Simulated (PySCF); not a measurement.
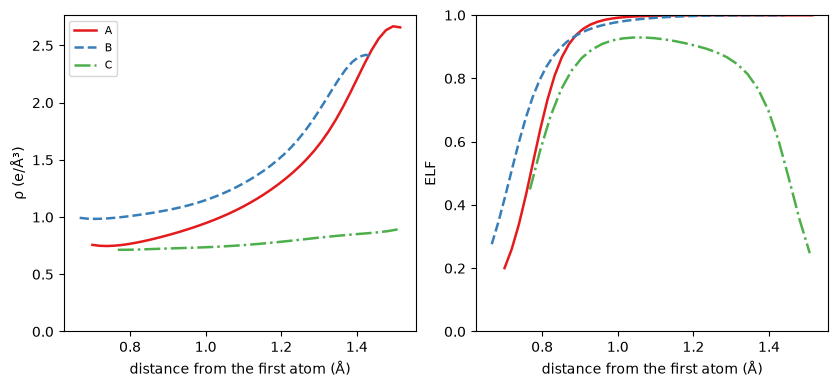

*H4PSi (SMILES [SiH3][PH-]) (charge −1). Electron density and ELF along straight lines between neighbouring atoms. The curves leave out the atomic cores.*

Geometry: PBE0-D3(BJ)/ma-def2-SVP.

The calculation used DFT single point, gas phase, functional wB97X (PySCF).

```yaml
atoms:
  - { symbol: Si, position_ang: [-0.7058, 0.1145, -0.0778] }
  - { symbol: P, position_ang: [1.4180, -0.1465, -0.5596] }
  - { symbol: H, position_ang: [-1.5445, -0.8126, -0.9328] }
  - { symbol: H, position_ang: [-1.3628, 1.4720, -0.3061] }
  - { symbol: H, position_ang: [-1.1925, -0.1937, 1.3345] }
  - { symbol: H, position_ang: [1.8207, 0.8455, 0.4057] }
```

Q: Which curve belongs to which contact (P–H, Si–H and Si–P)? The first atom named is at distance zero.

A: Curve A: Si–H (1.51 Å): ρ is about 0.75 e/Å³ halfway; the ELF climbs to about 1 towards the hydrogen, as it does in any bond to H. Curve B: P–H (1.44 Å): the density is about 0.99 e/Å³ at the midpoint; the ELF climbs to about 1 towards the hydrogen. Curve C: Si–P (2.19 Å): ρ at the midpoint is about 0.75 e/Å³; the ELF peaks at about 0.95 between the atoms: a shared electron pair.
